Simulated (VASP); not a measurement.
# A VASP study of CoNiP (PBEsol + U): structure first, properties next, part 2 of 8

Aim: relax CoNiP, then compute properties on the relaxed cell. The start is a computed cell from the Materials Project.

VASP 6.6.1; PBEsol, DFT+U (Co d 3 eV, Ni d 5 eV), spin-polarised from a ferromagnetic start; plane waves and PAW (Co, Ni, P).

So far: Starting point; Full relaxation (PBEsol + U).

**2. Full relaxation (PBEsol + U) (continued)**

OUTCAR, selected parts (step 2):

```text
ion  position               nearest neighbor table
   1  0.000  0.738  0.000-   7 2.15   8 2.15   9 2.24   9 2.24   4 2.58   4 2.58   6 2.60   6 2.60
                             5 2.60   5 2.60   2 2.60   3 2.60
   2  0.262  0.262  0.000-   7 2.15   8 2.15   9 2.24   9 2.24   5 2.58   5 2.58   6 2.60   6 2.60
                             4 2.60   4 2.60   1 2.60   3 2.60
   3  0.738  0.000  0.000-   8 2.15   7 2.15   9 2.24   9 2.24   6 2.58   6 2.58   5 2.60   5 2.60
                             4 2.60   4 2.60   1 2.60   2 2.60
   4  0.000  0.395  0.500-   9 2.27   8 2.42   8 2.42   7 2.42   7 2.42   1 2.58   1 2.58   3 2.60
                             3 2.60   2 2.60   2 2.60   6 3.06   5 3.06   6 3.06   5 3.06
   5  0.605  0.605  0.500-   9 2.27   8 2.42   8 2.42   7 2.42   7 2.42   2 2.58   2 2.58   3 2.60
                             3 2.60   1 2.60   1 2.60   6 3.06   6 3.06   4 3.06   4 3.06
   6  0.395  0.000  0.500-   9 2.27   7 2.42   7 2.42   8 2.42   8 2.42   3 2.58   3 2.58   2 2.60
                             2 2.60   1 2.60   1 2.60   5 3.06   5 3.06   4 3.06   4 3.06
   7  0.333  0.667  0.000-   1 2.15   3 2.15   2 2.15   6 2.42   6 2.42   4 2.42   4 2.42   5 2.42
                             5 2.42
   8  0.667  0.333  0.000-   3 2.15   1 2.15   2 2.15   4 2.42   4 2.42   6 2.42   6 2.42   5 2.42
                             5 2.42
   9  0.000  0.000  0.500-   1 2.24   1 2.24   2 2.24   2 2.24   3 2.24   3 2.24   4 2.27   5 2.27
                             6 2.27

  LATTYP: Found a hexagonal cell.
 ALAT       =     5.7471221015
 C/A-ratio  =     0.5766418133

 Subroutine GETGRP returns: Found 12 space group operations
 (whereof 12 operations were pure point group operations)

The static configuration has the point symmetry D_3h.

 Found     20 irreducible k-points:

   k-points           NKPTS =     20   k-points in BZ     NKDIM =     20   number of bands    NBANDS=     55

   dimension x,y,z NGX =    40 NGY =   40 NGZ =   24
   dimension x,y,z NGXF=    80 NGYF=   80 NGZF=   48

   ENCUT  =  400.0 eV  29.40 Ry    5.42 a.u.   9.37  9.37  5.40*2*pi/ulx,y,z

   NELECT =      72.0000    total number of electrons

 k-points in reciprocal lattice and weights: Automatic mesh
   0.00000000  0.00000000  0.00000000       0.006
   0.20000000  0.00000000  0.00000000       0.034
   0.40000000 -0.00000000  0.00000000       0.034
   0.20000000  0.20000000  0.00000000       0.034
   0.40000000  0.20000000  0.00000000       0.034
   0.00000000  0.00000000  0.14285714       0.011
   0.20000000  0.00000000  0.14285714       0.069
   0.40000000 -0.00000000  0.14285714       0.069
   0.20000000  0.20000000  0.14285714       0.069
[...]
0.20000000  0.20000000  0.42857143       0.069
   0.40000000  0.20000000  0.42857143       0.069

atom =   1  type =  1  l = 2

 onsite density matrix

spin component  1

  0.8050 -0.0000  0.0166 -0.0000  0.0565
 -0.0000  0.7663 -0.0000  0.0074  0.0000
  0.0166 -0.0000  0.8298  0.0000  0.0096
 -0.0000  0.0074  0.0000  0.7749  0.0000
  0.0565  0.0000  0.0096  0.0000  0.7398

spin component  2

 occupancies and eigenvectors

  o =  0.7072  v =  0.0000  0.0000  0.0000  0.0000  0.0000 -0.5000 -0.0000  0.0000  0.0000  0.8660      0.0000  0.0000  0.0000  0.0000  0.0000  0.0000  0.0000  0.0000  0.0000  0.0000
  o =  0.7072  v = -0.5000 -0.0000  0.0000  0.0000  0.8660  0.0000  0.0000  0.0000  0.0000  0.0000      0.0000  0.0000  0.0000  0.0000  0.0000  0.0000  0.0000  0.0000  0.0000  0.0000
  o =  0.7620  v = -0.0000  0.8660  0.0000 -0.5000  0.0000  0.0000  0.0000  0.0000  0.0000  0.0000      0.0000  0.0000  0.0000  0.0000  0.0000  0.0000  0.0000  0.0000  0.0000  0.0000
  o =  0.7620  v =  0.0000  0.0000  0.0000  0.0000  0.0000 -0.0000  0.8660  0.0000 -0.5000  0.0000      0.0000  0.0000  0.0000  0.0000  0.0000  0.0000  0.0000  0.0000  0.0000  0.0000
  o =  0.7792  v =  0.0000  0.0000  0.0000  0.0000  0.0000 -0.0000  0.5000 -0.0000  0.8660  0.0000      0.0000  0.0000  0.0000  0.0000  0.0000  0.0000  0.0000  0.0000  0.0000  0.0000
  o =  0.7792  v = -0.0000  0.5000  0.0000  0.8660  0.0000  0.0000  0.0000  0.0000  0.0000  0.0000      0.0000  0.0000  0.0000  0.0000  0.0000  0.0000  0.0000  0.0000  0.0000  0.0000
  o =  0.8141  v =  0.5478  0.0000 -0.7746 -0.0000  0.3162  0.0000  0.0000  0.0000  0.0000  0.0000      0.0000  0.0000  0.0000  0.0000  0.0000  0.0000  0.0000  0.0000  0.0000  0.0000
  o =  0.8141  v =  0.0000  0.0000  0.0000  0.0000  0.0000  0.5478  0.0000 -0.7746 -0.0000  0.3162      0.0000  0.0000  0.0000  0.0000  0.0000  0.0000  0.0000  0.0000  0.0000  0.0000
  o =  0.8533  v =  0.0000  0.0000  0.0000  0.0000  0.0000  0.6708  0.0000  0.6325  0.0000  0.3873      0.0000  0.0000  0.0000  0.0000  0.0000  0.0000  0.0000  0.0000  0.0000  0.0000
  o =  0.8533  v =  0.6708  0.0000  0.6325  0.0000  0.3873  0.0000  0.0000  0.0000  0.0000  0.0000      0.0000  0.0000  0.0000  0.0000  0.0000  0.0000  0.0000  0.0000  0.0000  0.0000

atom =   2  type =  1  l = 2

 onsite density matrix

spin component  1

  0.8050  0.0000 -0.0166 -0.0000 -0.0565
  0.0000  0.7663 -0.0000 -0.0074 -0.0000
 -0.0166 -0.0000  0.8298 -0.0000  0.0096
 -0.0000 -0.0074 -0.0000  0.7749  0.0000
 -0.0565 -0.0000  0.0096  0.0000  0.7398

spin component  2

 occupancies and eigenvectors

  o =  0.7072  v =  0.0000  0.0000  0.0000  0.0000  0.0000 -0.5000  0.0000 -0.0000  0.0000 -0.8660      0.0000  0.0000  0.0000  0.0000  0.0000  0.0000  0.0000  0.0000  0.0000  0.0000
  o =  0.7072  v = -0.5000  0.0000 -0.0000  0.0000 -0.8660  0.0000  0.0000  0.0000  0.0000  0.0000      0.0000  0.0000  0.0000  0.0000  0.0000  0.0000  0.0000  0.0000  0.0000  0.0000
  o =  0.7620  v = -0.0000 -0.8660  0.0000 -0.5000 -0.0000  0.0000  0.0000  0.0000  0.0000  0.0000      0.0000  0.0000  0.0000  0.0000  0.0000  0.0000  0.0000  0.0000  0.0000  0.0000
  o =  0.7620  v =  0.0000  0.0000  0.0000  0.0000  0.0000 -0.0000 -0.8660  0.0000 -0.5000 -0.0000      0.0000  0.0000  0.0000  0.0000  0.0000  0.0000  0.0000  0.0000  0.0000  0.0000
  o =  0.7792  v =  0.0000  0.0000  0.0000  0.0000  0.0000  0.0000  0.5000 -0.0000 -0.8660  0.0000      0.0000  0.0000  0.0000  0.0000  0.0000  0.0000  0.0000  0.0000  0.0000  0.0000
  o =  0.7792  v =  0.0000  0.5000 -0.0000 -0.8660  0.0000  0.0000  0.0000  0.0000  0.0000  0.0000      0.0000  0.0000  0.0000  0.0000  0.0000  0.0000  0.0000  0.0000  0.0000  0.0000
  o =  0.8141  v = -0.5478 -0.0000 -0.7746  0.0000  0.3162  0.0000  0.0000  0.0000  0.0000  0.0000      0.0000  0.0000  0.0000  0.0000  0.0000  0.0000  0.0000  0.0000  0.0000  0.0000
[...]
-0.0000  0.0000 -0.0000  0.8149  0.0000
  0.0000  0.0000  0.0114  0.0000  0.8977

spin component  2

 occupancies and eigenvectors

  o =  0.8149  v = -0.0000  0.0000  0.0000 -1.0000  0.0000  0.0000  0.0000  0.0000  0.0000  0.0000      0.0000  0.0000  0.0000  0.0000  0.0000  0.0000  0.0000  0.0000  0.0000  0.0000
  o =  0.8149  v =  0.0000  0.0000  0.0000  0.0000  0.0000 -0.0000  0.0000  0.0000 -1.0000 -0.0000      0.0000  0.0000  0.0000  0.0000  0.0000  0.0000  0.0000  0.0000  0.0000  0.0000
  o =  0.8381  v =  0.0000  0.0000  0.0000  0.0000  0.0000  0.0000  1.0000 -0.0000  0.0000  0.0000      0.0000  0.0000  0.0000  0.0000  0.0000  0.0000  0.0000  0.0000  0.0000  0.0000
  o =  0.8381  v =  0.0000  1.0000 -0.0000  0.0000  0.0000  0.0000  0.0000  0.0000  0.0000  0.0000      0.0000  0.0000  0.0000  0.0000  0.0000  0.0000  0.0000  0.0000  0.0000  0.0000
  o =  0.8951  v =  0.0000  0.0000  0.2252 -0.0000 -0.9743  0.0000  0.0000  0.0000  0.0000  0.0000      0.0000  0.0000  0.0000  0.0000  0.0000  0.0000  0.0000  0.0000  0.0000  0.0000
  o =  0.8951  v =  0.0000  0.0000  0.0000  0.0000  0.0000  0.0000  0.0000  0.2252 -0.0000 -0.9743      0.0000  0.0000  0.0000  0.0000  0.0000  0.0000  0.0000  0.0000  0.0000  0.0000
  o =  0.9096  v = -1.0000  0.0000 -0.0000  0.0000 -0.0000  0.0000  0.0000  0.0000  0.0000  0.0000      0.0000  0.0000  0.0000  0.0000  0.0000  0.0000  0.0000  0.0000  0.0000  0.0000
  o =  0.9096  v =  0.0000  0.0000  0.0000  0.0000  0.0000 -1.0000  0.0000 -0.0000  0.0000 -0.0000      0.0000  0.0000  0.0000  0.0000  0.0000  0.0000  0.0000  0.0000  0.0000  0.0000
  o =  0.9470  v =  0.0000  0.0000 -0.9743  0.0000 -0.2252  0.0000  0.0000  0.0000  0.0000  0.0000      0.0000  0.0000  0.0000  0.0000  0.0000  0.0000  0.0000  0.0000  0.0000  0.0000
  o =  0.9470  v =  0.0000  0.0000  0.0000  0.0000  0.0000  0.0000 -0.0000 -0.9743  0.0000 -0.2252      0.0000  0.0000  0.0000  0.0000  0.0000  0.0000  0.0000  0.0000  0.0000  0.0000

 average (electrostatic) potential at core
       1 -75.5589       2 -75.5589       3 -75.5589       4 -77.9117       5 -77.9117
       6 -77.9117       7 -77.1683       8 -77.1683       9 -77.1020

 E-fermi :  11.8545

 spin component 1
 k-point     1 :       0.0000    0.0000    0.0000
  band No.  band energies     occupation
    ...
     34      11.1861      1.00000
     35      11.2229      1.00000
     36      11.2229      1.00000
     37      11.4207      1.00000
     38      11.7129      0.99997
     39      15.8613      0.00000
     40      15.9245      0.00000
     41      15.9245      0.00000
     42      16.3684      0.00000
     43      17.4106      0.00000
    ...

 k-point     2 :       0.2000    0.0000    0.0000
  band No.  band energies     occupation
    ...
     32      10.8835      1.00000
     33      10.9105      1.00000
     34      11.2032      1.00000
     35      11.2054      1.00000
     36      11.4294      1.00000
     37      12.0973      0.00000
     38      12.1712      0.00000
     39      15.0026      0.00000
     40      15.3506      0.00000
     41      15.5970      0.00000
    ...

 k-point     3 :       0.4000   -0.0000    0.0000
  band No.  band energies     occupation
    ...
     32      10.9672      1.00000
     33      11.1499      1.00000
     34      11.2130      1.00000
     35      11.3704      1.00000
     36      11.3772      1.00000
     37      12.7689      0.00000
     38      13.4096      0.00000
     39      13.9716      0.00000
     40      14.2552      0.00000
     41      14.7143      0.00000
    ...

 k-point     4 :       0.2000    0.2000    0.0000
  band No.  band energies     occupation
    ...
     32      10.7563      1.00000
     33      11.1098      1.00000
     34      11.1999      1.00000
     35      11.3091      1.00000
     36      11.4085      1.00000
     37      12.6562      0.00000
     38      13.0634      0.00000
     39      14.0878      0.00000
     40      14.7905      0.00000
     41      15.1650      0.00000
    ...

 k-point     5 :       0.4000    0.2000    0.0000
  band No.  band energies     occupation
    ...
     32      10.9242      1.00000
     33      11.2160      1.00000
     34      11.2245      1.00000
     35      11.3085      1.00000
     36      11.3212      1.00000
     37      13.2946      0.00000
     38      13.9593      0.00000
     39      14.0009      0.00000
     40      14.0973      0.00000
     41      14.3795      0.00000
    ...

 k-point     6 :       0.0000    0.0000    0.1429
  band No.  band energies     occupation
    ...
     33      11.1642      1.00000
     34      11.2408      1.00000
     35      11.2408      1.00000
     36      11.2705      1.00000
     37      11.2895      1.00000
     38      11.8558      0.48576
     39      14.7325      0.00000
     40      15.1966      0.00000
     41      15.7736      0.00000
     42      15.7736      0.00000
    ...

  Total        0.0614716      0.0614716     -0.0171957      0.0000000     -0.0000000      0.0000000
  in kB        1.1042346      1.1042346     -0.3088922      0.0000000     -0.0000000      0.0000000
  external PRESSURE =       0.6331923 kB  Pullay stress =       0.0000000 kB

  energy-cutoff  :      400.00
  volume of cell :       89.19
      direct lattice vectors                 reciprocal lattice vectors
     5.665204519 -0.000000000  0.000000000     0.176516134  0.101911637  0.000000000
    -2.832602260  4.906211031 -0.000000000     0.000000000  0.203823275  0.000000000
     0.000000000 -0.000000000  3.208942419    -0.000000000  0.000000000  0.311629150

 POSITION                                       TOTAL-FORCE (eV/Angst)
 -----------------------------------------------------------------------------------
     -2.09141      3.62243      3.20894        -0.004626      0.008012     -0.000000
      0.74119      1.28378     -0.00000        -0.004626     -0.008012      0.000000
      1.35022      4.90621      3.20894         0.009251     -0.000000      0.000000
     -1.12144      1.94239      1.60447         0.002056     -0.003560      0.000000
      1.71116      2.96382      1.60447         0.002056      0.003560     -0.000000
      2.24288     -0.00000      1.60447        -0.004111      0.000000      0.000000
     -0.00000      3.27081      3.20894         0.000000      0.000000      0.000000
      2.83260      1.63540      3.20894         0.000000      0.000000      0.000000
      5.66520     -0.00000      1.60447         0.000000      0.000000      0.000000
 -----------------------------------------------------------------------------------
    total drift:                               -0.000006     -0.000011      0.000000

  FREE ENERGIE OF THE ION-ELECTRON SYSTEM (eV)
  ---------------------------------------------------
  free  energy   TOTEN  =       -48.6742202733 eV

  energy  without entropy=      -48.6708286854  energy(sigma->0) =      -48.67252448

 reached required accuracy - stopping structural energy minimisation

 total charge
# of ion       s       p       d       tot
------------------------------------------
    1        0.473   0.698   7.786   8.958
    2        0.473   0.698   7.786   8.958
    3        0.473   0.698   7.786   8.958
    4        0.428   0.576   8.769   9.774
    5        0.428   0.576   8.769   9.774
    6        0.428   0.576   8.769   9.774
    7        1.000   1.455   0.000   2.455
    8        1.000   1.455   0.000   2.455
    9        0.985   1.509   0.000   2.494
--------------------------------------------------
tot          5.689   8.242  49.667  63.598

 magnetization (x)
# of ion       s       p       d       tot
------------------------------------------
    1       -0.000  -0.000  -0.000  -0.000
    2       -0.000  -0.000  -0.000  -0.000
    3       -0.000  -0.000  -0.000  -0.000
    4        0.000   0.000  -0.000   0.000
    5        0.000   0.000  -0.000   0.000
    6        0.000   0.000  -0.000   0.000
    7       -0.000  -0.000   0.000  -0.000
    8       -0.000  -0.000   0.000  -0.000
    9       -0.000  -0.000   0.000  -0.000
--------------------------------------------------
tot         -0.000  -0.000  -0.000  -0.000

[... 1 further part left out ...]
```

CONTCAR:

```
CoNiP
   1.00000000000000
     5.6652045192284266   -0.0000000000008444    0.0000000000000000
    -2.8326022595656570    4.9062110312388150   -0.0000000000000000
     0.0000000000000000   -0.0000000000000000    3.2089424193219305
  Co              Ni              P
     3     3     3
Direct
     0.0000000000000000    0.7383359232563017    1.0000000000000000
     0.2616640767436981    0.2616640767436982    0.0000000000000000
     0.7383359232563018    1.0000000000000000    1.0000000000000000
     0.0000000000000000    0.3959050484103988    0.5000000000000000
     0.6040949515896012    0.6040949515896012    0.5000000000000000
     0.3959050484103989    0.0000000000000000    0.5000000000000000
     0.3333333300000021    0.6666666699999979    1.0000000000000000
     0.6666666699999979    0.3333333300000021    1.0000000000000000
     1.0000000000000000    0.0000000000000000    0.5000000000000000
```

The moments of the start collapse, so the state is non-magnetic; other starts or orders were not tried. A U on the itinerant d states of such a compound is hard to justify; it moves the bands at the Fermi level. The PAW data sets were made with PBE, which is usual practice but a small mismatch for other functionals. The run keeps the 12 symmetry operations of its start, so it cannot find a distortion of lower symmetry.

Relaxation path:

```tsv
step	energy less that of the first step (eV)	largest force (eV/Å)	pressure (GPa)	volume (Å³)
1	0.0000	0.0272	-13.54	94.80
2	0.1735	0.2670	22.88	83.10
3	-0.2428	0.0931	-0.19	89.46
4	-0.2429	0.0954	-0.05	89.35
5	-0.2427	0.0980	0.26	89.25
6	-0.2513	0.0362	0.50	89.14
7	-0.2532	0.0533	0.46	89.05
8	-0.2532	0.0277	-0.58	89.42
9	-0.2536	0.0286	-0.15	89.24
10	-0.2536	0.0307	-0.18	89.23
11	-0.2535	0.0416	0.10	89.14
12	-0.2536	0.0312	0.08	89.21
13	-0.2536	0.0295	0.08	89.23
14	-0.2537	0.0143	-0.14	89.24
15	-0.2537	0.0099	-0.16	89.24
16	-0.2537	0.0093	0.06	89.19
```

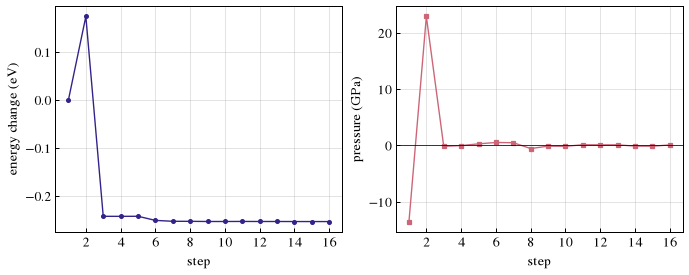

Energy and pressure along the relaxation.

```tsv
conventional cell, symmetrised	before	after	change
a (Å)	5.747	5.665	-1.4 %
b (Å)	5.747	5.665	-1.4 %
c (Å)	3.314	3.209	-3.2 %
volume (Å³/atom)	10.53	9.91	-5.9 %
```

Final coordinates:

```
Co Ni P
1.0
     5.66520    0.00000    0.00000
    -2.83260    4.90621    0.00000
     0.00000    0.00000    3.20894
Co Ni P
3 3 3
Direct
  0.00000 0.73834 0.00000
  0.26166 0.26166 0.00000
  0.73834 0.00000 0.00000
  0.00000 0.39591 0.50000
  0.60409 0.60409 0.50000
  0.39591 0.00000 0.50000
  0.33333 0.66667 0.00000
  0.66667 0.33333 0.00000
  0.00000 0.00000 0.50000
```

This step gave:

```
electrons                       : 72
bands                           : 55
irreducible k-points            : 20
symmetry operations             : 12
free energy (TOTEN)             : -48.67 eV
energy at zero smearing         : -48.67 eV
Fermi energy                    : 11.85 eV
pressure                        : 0.06332 GPa
metallic                        : yes
SCF cycles over all ionic steps : 134
```

The spin moment in the PAW sphere vanishes on all atoms.

It ends with a largest force of 0.009 eV/Å and a pressure of 0.06 GPa.

(Continued in part 3 of 8.)

[Lines on the potential files, build, host, timing and source positions are cut from VASP's logs without a mark.]

[Logs are printed without paths, hosts, clocks, repeated set-up lines and the standing remarks that a program may print on its own settings, such as how far it seeks lower states.]

[Hosts, paths, dates, database ids (printed as entryN), source tags and the programs' standing remarks are cut or masked in the printed files.]

[A measured line is paired with the nearest computed mode of its activity, which favours agreement.]
